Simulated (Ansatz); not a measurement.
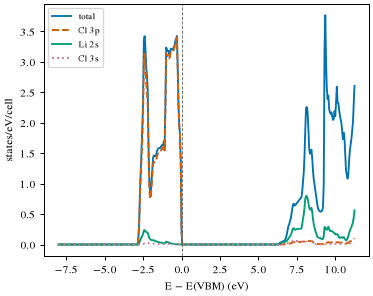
Figure: Total and projected density of states of LiCl (rock salt, space group No. 225), DFT-PBE in the program Ansatz with PAW potentials

Which orbitals carry the states next to the gap?

Top 1 eV of the valence band: Cl 3p 98 %. Bottom 1 eV of the conduction band: Li 2s 40 %, Cl 3s 12 %, outside the projected shells 43 %. Projections are on Löwdin-orthogonalised atomic valence shells; empty p or d shells of many metals are not among them.

Where is the tallest occupied peak in this window, and what makes it?

Near -0.3 eV, about 3.4 states/eV per cell; the largest projected share is Cl 3p.

Space group Fm-3m (rock salt). The PBE relaxation kept the symmetry of its start; phonons on a q-mesh show no instability.

Potentials: the later of the program's two PAW sets.
